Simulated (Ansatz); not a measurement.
A relaxed structure of CeO2. Space group P4₂/mnm (No. 136), rutile type. Calculation: r2SCAN (plane waves to 500 eV, PAW, scalar-relativistic; Ansatz, a first-principles code).

Space group P4₂/mnm (No. 136); a = b = 5.107 Å, c = 3.624 Å, α = β = γ = 90.00°

| atom | site | symmetry | x | y | z |
|---|---|---|---|---|---|
| Ce | 2a | m.mm | 0.0000 | 0.0000 | 0.0000 |
| O | 4g | m.2m | 0.1877 | 0.1877 | 0.5000 |

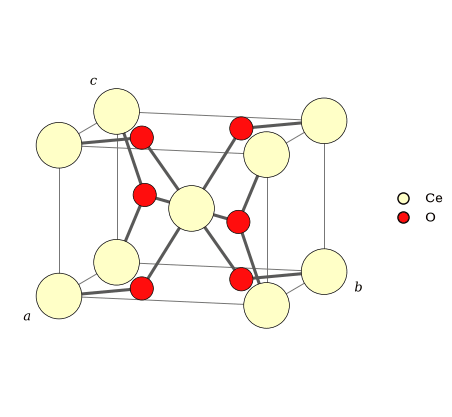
*The conventional cell of the relaxed structure*

```yaml
volume_per_atom: 15.75 Å³
density: 6.05 g/cm³
band_gap: 2.30 eV, indirect (valence top at Γ, conduction bottom at M) (no spin-orbit coupling)
smallest_direct_gap: 2.38 eV at Γ
magnetic_moment: zero (the starting moments vanished)
shortest_distances: Ce–O 2.26 Å; O–O 2.71 Å
k-mesh: 7×7×9
```

Band energies at high-symmetry points (eV from the VBM; labels of this space group; no spin-orbit coupling), from −5 eV up to 6.8 eV:

```csv
point,energies
Γ,-3.81 -3.15 -3.04 -2.77 -2.77 -1.05 -1.05 -0.89 -0.46 -0.46 -0.33 0.00 2.38 2.38 2.47 2.58 2.59 2.63 2.63 2.74 2.82 2.82 3.18 3.63 3.76 3.76 5.53 6.50
X,-2.70 -2.70 -2.27 -2.27 -2.06 -2.06 -1.72 -1.72 -0.74 -0.74 -0.53 -0.53 2.37 2.37 2.53 2.53 2.61 2.61 2.71 2.71 2.96 2.96 3.18 3.18 3.22 3.22
M,-3.42 -3.42 -2.85 -2.85 -1.45 -1.45 -1.02 -1.02 -0.59 -0.59 -0.59 -0.59 2.30 2.30 2.51 2.51 2.53 2.53 2.69 2.69 3.00 3.00 3.40 3.40 3.70 3.70 6.41 6.41
Z,-2.18 -2.18 -2.06 -2.06 -1.63 -1.63 -1.45 -1.45 -0.67 -0.67 -0.11 -0.11 2.46 2.46 2.55 2.55 2.59 2.59 2.79 2.79 2.89 2.89 2.92 2.92 3.05 3.05
R,-3.02 -3.02 -2.04 -2.04 -1.08 -1.08 -0.87 -0.87 -0.73 -0.73 -0.40 -0.40 2.41 2.41 2.45 2.45 2.51 2.51 2.59 2.59 2.91 2.91 3.18 3.18 3.48 3.48 6.09 6.09
A,-2.27 -2.27 -2.24 -2.24 -1.22 -1.22 -0.88 -0.88 -0.70 -0.70 -0.47 -0.47 2.43 2.43 2.44 2.44 2.58 2.58 2.81 2.81 2.82 2.82 3.05 3.05 3.22 3.22
```

No spin polarisation in the result: the starting moments vanished. The d or f electrons are treated with no Hubbard U. The f-shell occupation is the one the SCF fell into and was not checked against other states.

The run could not lose the symmetry of its start.

The first start was generated by placing the elements on the sites of a structure type. Materials Project lists a structure of CeO2 in the same space group, P4₂/mnm (No. 136); the sites were not compared with it, nor with measured phases. Known forms of CeO2 include space group No. 225.
